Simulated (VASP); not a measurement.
Band structure of Ni3Fe (L1_2). Level of theory: AM05 GGA, VASP's PBE PAW potentials (set 64) (plane waves; VASP 6.6.1).

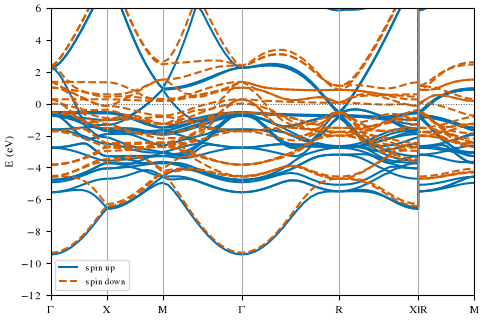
Figure: Bands along high-symmetry lines, zero at the valence-band maximum or, without a gap, the Fermi level

Problem. Read the plot: is there a gap, and where are the band edges?

Solution. It has no gap at this level: it comes out as a metal or semimetal. (Edges off the drawn lines would not show.)

The compound is Ni3Fe in the L1_2 structure. It was relaxed first, which changed the volume by -6 %.
